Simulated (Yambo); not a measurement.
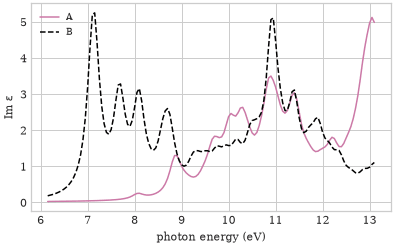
*Two computed absorption spectra of RbCl (rock salt, space group Fm-3m, No. 225) under isotropic strain of -1.5 % on all lattice vectors (Yambo, PBEsol bands with the same scissor, field along x)*

Question: Which curve includes the electron-hole attraction (BSE)?

Answer: Curve B: the attraction moves weight to lower energy (centre of the plotted range 9.6 eV against 11.1 eV). Settings: 6×6×6 mesh, 3 valence and 6 conduction bands, static screening with 32 bands and a 4 Ry block, scissor 3.03 eV, Tamm-Dancoff. The scissor comes from a G0W0 run whose convergence isn't established. Broadening 0.15 eV. The band window holds all transitions up to 15.1 eV. On this mesh the peak heights and the fine structure are mesh artefacts; only the shift of weight is robust.

Geometry strained from the cell relaxed with PBEsol, atoms relaxed again; primitive cell a = 4.556 Å, b = 4.556 Å, c = 4.556 Å, α = 60.00°, β = 60.00°, γ = 60.00°.
